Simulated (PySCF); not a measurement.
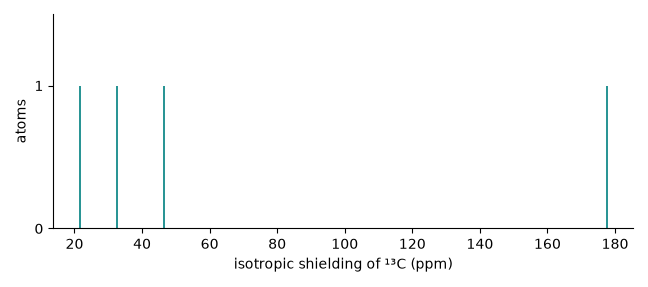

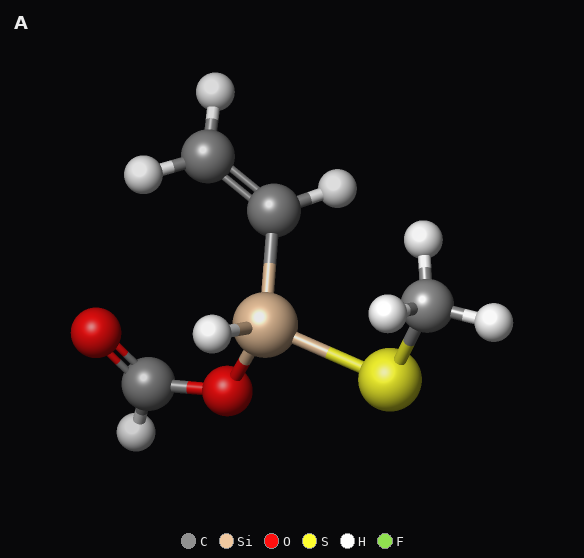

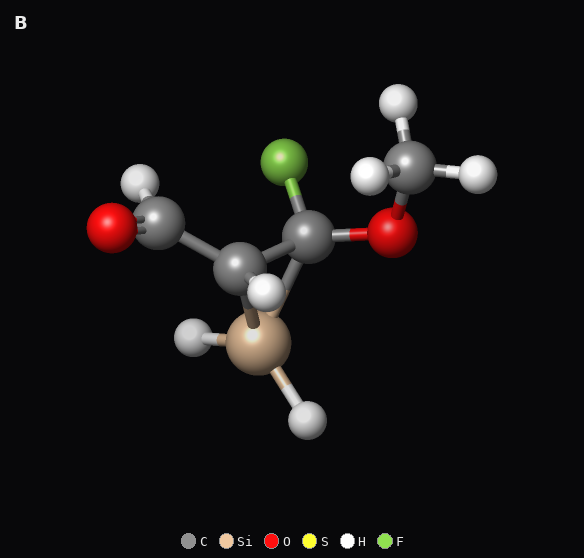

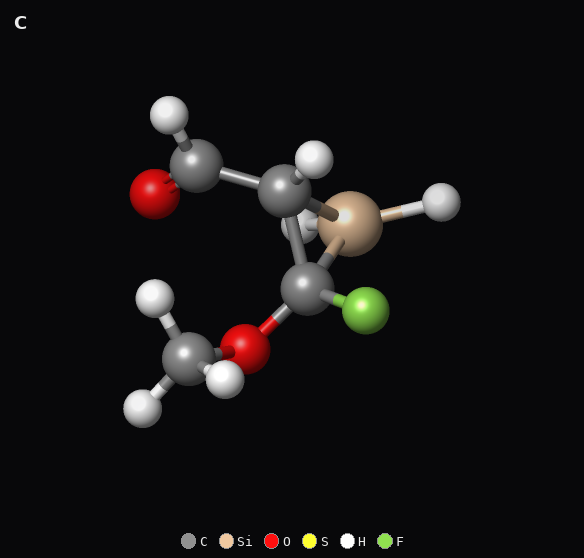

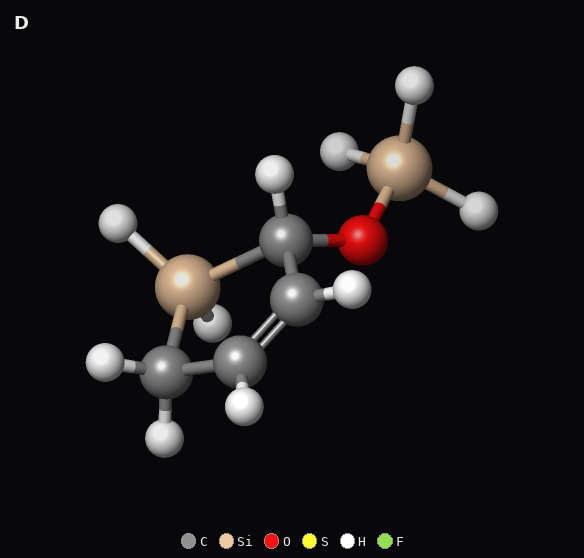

The sticks are computed shieldings of one of the molecules, for one fixed geometry (GFN2-xTB) without averaging over rotations. Low shielding means a high chemical shift. Method: GIAO PBE0/pcSseg-1 NMR shielding, non-relativistic, gas phase (PySCF 2.14.0).

Question: Which molecule gives this pattern?

Answer: A, `C=C[Si@@H](OC=O)SC`. Its 4 C atoms give lines at 21.5, 32.7, 46.6, 177.6 ppm.

The geometry is semi-empirical. Around Si such bond lengths and angles can be off by a tenth of an ångström or more and by several degrees, and values that hang on the shape move with them.
